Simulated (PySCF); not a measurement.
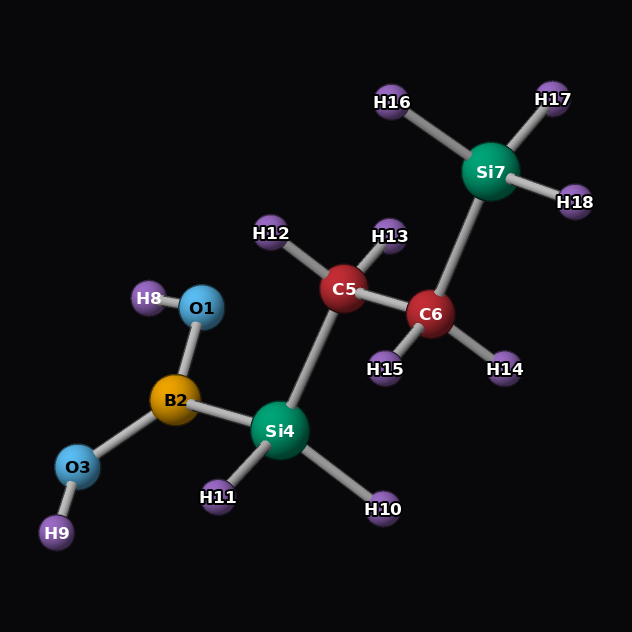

The questions are on Mulliken charges. Computed geometry: GFN2-xTB optimisation. No frequency run is at hand to confirm it as a minimum. Level of theory: PBE0/pcSseg-1, gas phase (PySCF 2.14.0).

> Which atom carries the highest charge (most positive or least negative)?

Si7 (0.51 e).

> And the lowest?

C5 (−0.55 e).

List the Mulliken charges.

| atom | value (e) |
| --- | --- |
| O1 | −0.41 |
| B2 | 0.31 |
| O3 | −0.41 |
| Si4 | 0.40 |
| C5 | −0.55 |
| C6 | −0.53 |
| Si7 | 0.51 |
| H8 | 0.24 |
| H9 | 0.25 |
| H10 | −0.07 |
| H11 | −0.08 |
| H12 | 0.15 |
| H13 | 0.15 |
| H14 | 0.15 |
| H15 | 0.15 |
| H16 | −0.09 |
| H17 | −0.09 |
| H18 | −0.09 |

Mulliken values depend strongly on the basis set and can even reverse the polarity of a bond. The geometry is semi-empirical. Around B, Si such bond lengths and angles can be off by a tenth of an ångström or more and by several degrees, and values that hang on the shape move with them.
